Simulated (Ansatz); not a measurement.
# How methods differ on SiH2S (SMILES [SiH]S)

The species is SiH2S (4 atoms), meant as a singlet with charge 0. As SMILES, `[SiH]S`. The coordinates come from a PBE0-D4/def2-TZVP relaxation.

```
atom    x (Å)    y (Å)    z (Å)
  Si  -0.2628  -1.0744   0.1611
   S   0.1905   0.9588  -0.2066
   H   1.0175  -1.1908   0.9814
   H  -0.8897   1.2460  -0.9562
```

Quantity: the electronic atomisation energy, in eV. The values are calculated. Electronic energies at fixed atoms, without zero-point motion or spin-orbit coupling.

```json
{"level": "BLYP/STO-3G", "kind": "GGA", "program": "Ansatz", "value (eV)": "14.46", "less FCI/STO-3G": "+2.59", "CPU time (all runs)": "1.5 s"}
{"level": "wB97M-V/STO-3G", "kind": "range-separated hybrid", "program": "Ansatz", "value (eV)": "14.52", "less FCI/STO-3G": "+2.65", "CPU time (all runs)": "17 s"}
{"level": "B2PLYP/STO-3G", "kind": "double hybrid", "program": "Ansatz", "value (eV)": "13.14", "less FCI/STO-3G": "+1.27", "CPU time (all runs)": "1.7 s"}
{"level": "RPA@PBE/STO-3G", "kind": "RPA", "program": "Ansatz", "value (eV)": "11.45", "less FCI/STO-3G": "-0.42", "CPU time (all runs)": "2.4 s"}
{"level": "MP2/STO-3G", "kind": "perturbation theory", "program": "Ansatz", "value (eV)": "11.31", "less FCI/STO-3G": "-0.56", "CPU time (all runs)": "0.28 s"}
{"level": "BCCD(T)/STO-3G", "kind": "coupled cluster or CI", "program": "Ansatz", "value (eV)": "11.86", "less FCI/STO-3G": "-0.01", "CPU time (all runs)": "0.58 s"}
{"level": "CCSDT/STO-3G", "kind": "coupled cluster or CI", "program": "Ansatz", "value (eV)": "11.87", "less FCI/STO-3G": "0.00", "CPU time (all runs)": "0.93 s"}
{"level": "FCI/STO-3G", "kind": "exact in the basis", "program": "Ansatz", "value (eV)": "11.87", "less FCI/STO-3G": "0.00", "CPU time (all runs)": "0.46 s"}
```

FCI/STO-3G is exact within its basis and frozen core, so for wave-function methods in that basis the difference is their error; functionals converge differently with the basis, so for them it is only a difference. The values span 11.31 to 14.52 eV. All rows use very small basis sets, so none should be taken for the real molecule's value. Times are those of the runs behind each value, whatever else they computed, on shared processors of several kinds: orders of magnitude only.

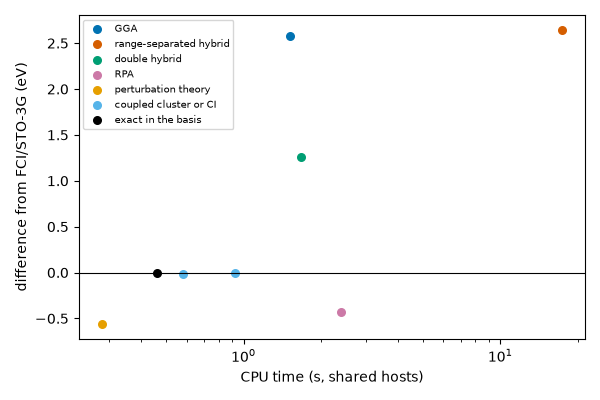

Difference from FCI/STO-3G against processor time, one point a level.
